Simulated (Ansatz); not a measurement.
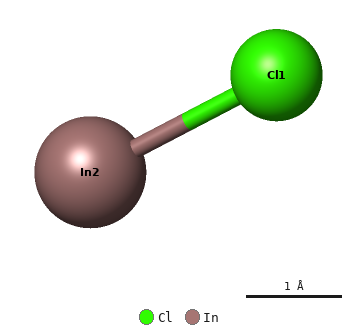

Starting structure of InCl (coarse preliminary run). Style: ball-and-stick. Shown from a free direction.

The start comes from a force field.

All numbers below come from RKS PBE-D4/def2-SVP in Ansatz 0.2.0.

Input file:
```yaml
crystal:
  periodic: [false, false, false]
  atoms:
    - {symbol: Cl, position_ang: [0.000000, 0.000000, 0.000000]}
    - {symbol: In, position_ang: [0.000000, 0.000000, 2.385660]}
basis:
  gaussian: {orbitals: def2-SVP}
hamiltonian: {xc: pbe, dispersion: d4}
relax: {f_tol: 0.03, max_steps: 200}
```

Command:
```bash
ansatz run in.yaml --threads 2 --pin off --events-out ev --progress --plain --max-ram 32768MiB --backend cpu
```

Question: Predict the outcome.

Answer: The largest moves after the best rigid fit, 0.031 Å, are those of Cl1 and In2. Largest moves by element: Cl 0.031 Å, In 0.031 Å. Among the contacts that change: Cl1–In2 2.386 → 2.448 Å. Over 2 geometry steps the energy falls by 0.49 kcal/mol. Largest force component: 0.71 eV/Å at the start, 0.0037 eV/Å at the end. The run took about 2.3 core-seconds on a shared host.

Final geometry:

```xyz
2

Cl    0.0000    0.0000   -0.0312
In    0.0000    0.0000    2.4168
```
